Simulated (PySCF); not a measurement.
```xyz
10

C    -1.4795   -0.1412    0.1333
C     0.0066   -0.3349    0.0828
C     0.8781    0.6393   -0.2235
P     2.6333    0.5744   -0.3227
H    -1.9953   -0.7962   -0.5798
H    -1.8804   -0.3695    1.1286
H    -1.7375    0.8900   -0.1084
H     0.3635   -1.3321    0.3100
H     0.4911    1.6326   -0.4489
H     2.7291   -0.7576    0.0061
```

Geometry: GFN2-xTB.

Computed with PBE0/pcSseg-1, SCF density, gas phase, non-relativistic (PySCF 2.14.0).

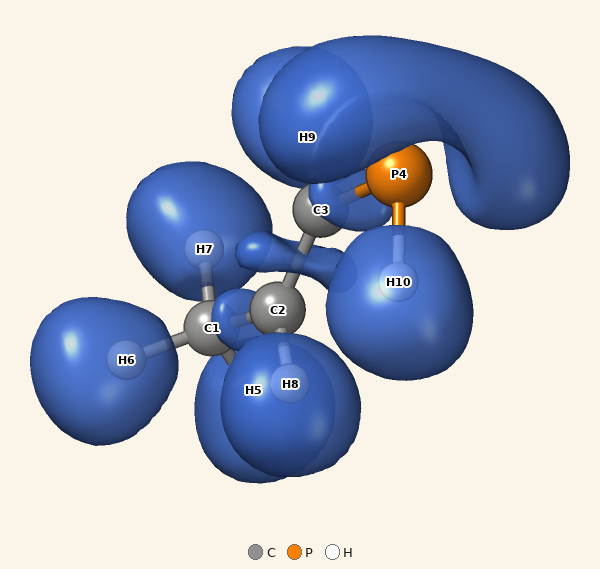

C3H6P (SMILES C/C=C/[PH-]) (charge −1). Isosurface of the ELF at 0.85 (blue), seen at an oblique angle. Core shells and regions of very low density are left out.

What do the ELF domains correspond to?

The ELF exceeds this value in two regions between bonded C–C atoms (shared pairs), one region between bonded C–P atoms (shared pairs), six regions around hydrogen nuclei and one lobe on P, pointing away from the bonds (lone pairs). Along the contacts the grid gives the following. C–C (1.34 Å): the ELF peaks at about 0.90 between the atoms: a multiple bond. C–P (1.76 Å): the ELF peaks at about 0.95 between the atoms (localised, covalent bonding).
